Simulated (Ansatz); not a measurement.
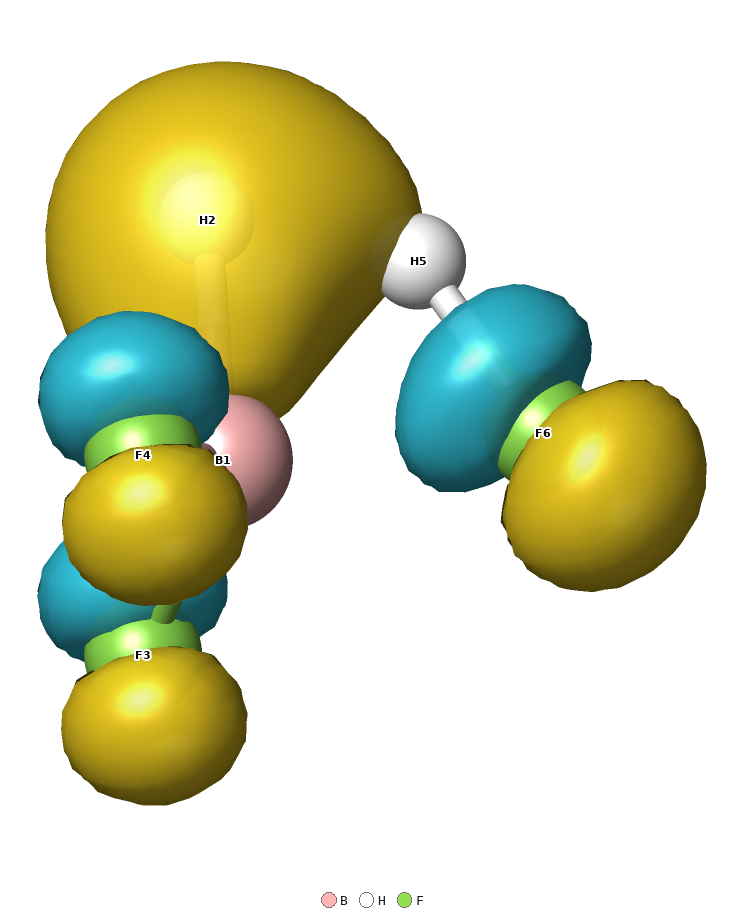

*BF₂H···HF. The HOMO at ±0.2 Å⁻³ᐟ² (yellow and cyan are the two phases), seen at an oblique angle.*

A transition-state structure; geometry: PBE0-D4/def2-TZVP.

Computed with RKS PBE0-D4/def2-TZVPP in Ansatz 0.2.0.

Input

```
crystal:
  periodic: [false, false, false]
  atoms:
    - {symbol: B, position_ang: [-0.279911, -0.169308, -0.198936]}
    - {symbol: H, position_ang: [0.522752, 0.829501, -0.572364]}
    - {symbol: F, position_ang: [-0.019915, -1.289731, -0.853198]}
    - {symbol: F, position_ang: [-1.528769, 0.232274, -0.025476]}
    - {symbol: H, position_ang: [0.819739, 0.576304, 0.434568]}
    - {symbol: F, position_ang: [0.486203, -0.179041, 1.215506]}
basis:
  gaussian: {orbitals: def2-TZVPP}
hamiltonian: {xc: pbe0, dispersion: d4}
output: {orbitals: {seedname: orbitals}}
```

Launched as:

```sh
ansatz run in.yaml --threads 2 --pin off --events-out ev --progress --plain --max-ram 4352MiB
```

Where does this orbital lie, and at what energy?

Answer. It lies mainly on H2 (about 30 %), F6 (about 25 %), B1 (about 15 %), F3 (about 15 %), F4 (about 15 %) and H5 (about 10 %). Its energy is −10.67 eV.
